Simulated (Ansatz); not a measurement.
Run report: GeH4S, phonon calculation

System: GeH4S.
Method: RKS PBE0-D4/def2-TZVP (Ansatz 0.2.0).

The geometry comes from this level: PBE0-D4/def2-TZVP. Figures and captions count atoms from 1; the log counts them from 0 in places.

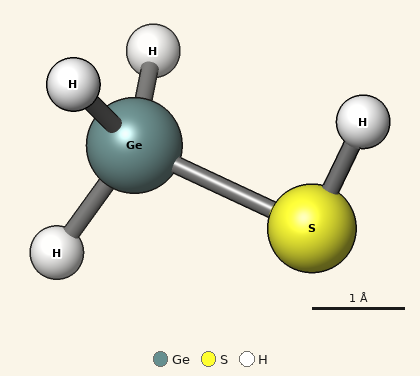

**Figure 1.** The structure as given in the input (ball-and-stick view, seen at a tilt). Sticks mark near contacts.

Input file
```yaml
crystal:
  periodic: [false, false, false]
  atoms:
    - {symbol: Ge, position_ang: [-0.369129, -0.991546, 0.323041]}
    - {symbol: S, position_ang: [1.466187, 0.143610, 0.861327]}
    - {symbol: H, position_ang: [-0.000148, -1.755160, -0.953556]}
    - {symbol: H, position_ang: [-0.747241, -1.969567, 1.446066]}
    - {symbol: H, position_ang: [-1.534834, -0.026449, 0.059298]}
    - {symbol: H, position_ang: [0.917657, 0.732578, 1.936385]}
basis:
  gaussian: {orbitals: def2-TZVP}
hamiltonian: {xc: pbe0, dispersion: d4}
phonons: {temperatures: {t_min: 298.15, t_max: 900, t_step: 200}}
```

Machine: 2 CPU threads, shared host.

What the program printed
```
Functional definition: PBE0
  name "PBE0"
  cite "Adamo & Barone, J. Chem. Phys. 110, 6158 (1999) doi:10.1063/1.478522"
  cite "Perdew, Burke & Ernzerhof, Phys. Rev. Lett. 77, 3865 (1996) doi:10.1103/PhysRevLett.77.3865"
  parent pbe
  parameter a = 0.25
  parameter kappa = 0.804
  parameter beta = 0.06672455060314922
  exchange = (1 - a)*pbe_x(kappa = kappa, mu = beta*pi^2/3) + a*exact_x
  correlation = pbe_c(beta = beta)
848 factors; their error is unknown
mean field evaluation 1: about -67407.6947 eV, gradient 2.0e1 eV
mean field evaluation 2: about -67407.7556 eV, gradient 2.1e1 eV
mean field evaluation 4: about -67408.2805 eV, gradient 6.8e-1 eV
mean field evaluation 8: about -67408.5751 eV, gradient 3.2e-2 eV
mean field -67408.57510956 eV, -2477.2194441029 hartree, gradient 6.7e-5 eV, S^2 0.000000; 0 other end points of the search recorded, 0 dependent functions left out
the calculation of the forces begins
reference -67408.57513567 eV, -2477.2194450626 hartree; 26, 26 occupied and 83, 83 virtual orbitals, 848 factors
these checks for a lower state are left out or cut short: stability, starts, cluster_reference, orbital_swaps, neighbouring_geometries, increment
848 factors; their error is unknown
mean field evaluation 16: about -67408.5750 eV, gradient 3.7e-5 eV
mean field -67408.57501888 eV, -2477.2194407706 hartree, gradient 1.3e-6 eV, S^2 0.000000; 0 other end points of the search recorded, 0 dependent functions left out
[... from here on the field's lines of each further geometry are left out, up to the last ...]
the calculation of the forces begins
reference -67408.57508227 eV, -2477.2194431002 hartree; 26, 26 occupied and 83, 83 virtual orbitals, 848 factors
these checks for a lower state are left out or cut short: stability, starts, cluster_reference, orbital_swaps, neighbouring_geometries, increment
848 factors; their error is unknown
mean field evaluation 224: about -67408.2818 eV, gradient 1.6e-1 eV
mean field -67408.57505592 eV, -2477.2194421317 hartree, gradient 2.9e-6 eV, S^2 0.000000; 0 other end points of the search recorded, 0 dependent functions left out
the calculation of the forces begins
reference -67408.57508203 eV, -2477.2194430913 hartree; 26, 26 occupied and 83, 83 virtual orbitals, 848 factors
Total energy: -67408.65653925 eV, -2477.2224365890 hartree
Atom 0 at    -0.369129    -0.991546     0.323041 Å, force    -0.002685     0.000913     0.001721 eV/Å
Atom 1 at     1.466187     0.143610     0.861327 Å, force     0.001543    -0.000868    -0.001667 eV/Å
Atom 2 at    -0.000148    -1.755160    -0.953556 Å, force     0.002552     0.000884    -0.000496 eV/Å
Atom 3 at    -0.747241    -1.969567     1.446066 Å, force     0.002393     0.001371     0.002448 eV/Å
Atom 4 at    -1.534834    -0.026449     0.059298 Å, force    -0.002200     0.001093    -0.002040 eV/Å
Atom 5 at     0.917657     0.732578     1.936385 Å, force    -0.001604    -0.003394     0.000033 eV/Å
Dipole moment:    -0.257202    -0.046312     0.074642 e Å
Vibrations: 157.37 409.41 507.30 568.70 782.74 836.45 869.16 885.16 2156.44 2158.13 2183.63 2715.00 cm⁻¹, zero-point energy 0.882116 eV
```

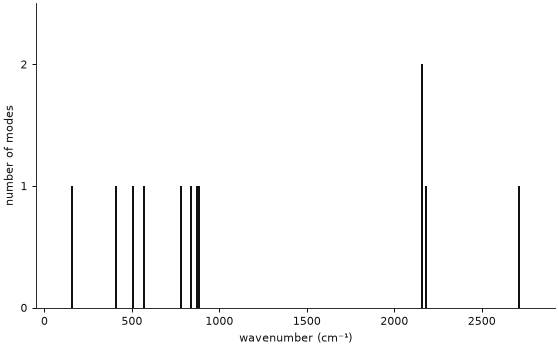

**Figure 2.** Harmonic vibrational wavenumbers from the force constants; neighbouring modes closer than 12 cm⁻¹ are counted in one stick. 12 modes from 157 to 2715 cm⁻¹, none imaginary.

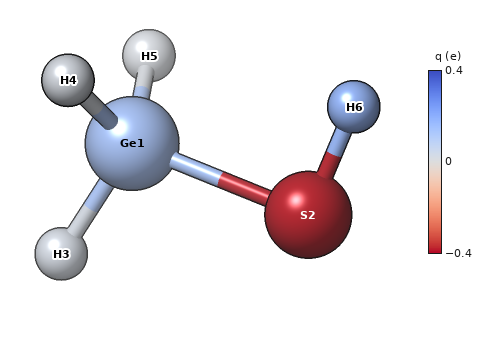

**Figure 3.** Mulliken charges, as the colour of each atom (ball-and-stick view, seen at a tilt; atoms are numbered from 1 in the order of the input). By element: Ge +0.14, S −0.38 and H +0.02 to +0.17 e.

Key numbers

```json
{"quantity": "outcome", "value": "converged"}
{"quantity": "total energy", "value": "−67408.6565 eV"}
{"quantity": "mean-field energy", "value": "−67408.5751 eV"}
{"quantity": "dispersion energy", "value": "−0.0814 eV"}
{"quantity": "largest force (length of the vector)", "value": "0.004 eV/Å"}
{"quantity": "dipole moment", "value": "1.31 D"}
{"quantity": "wall time", "value": "43 s (CPU time 69 s)"}
{"quantity": "peak memory", "value": "0.23 GiB"}
```
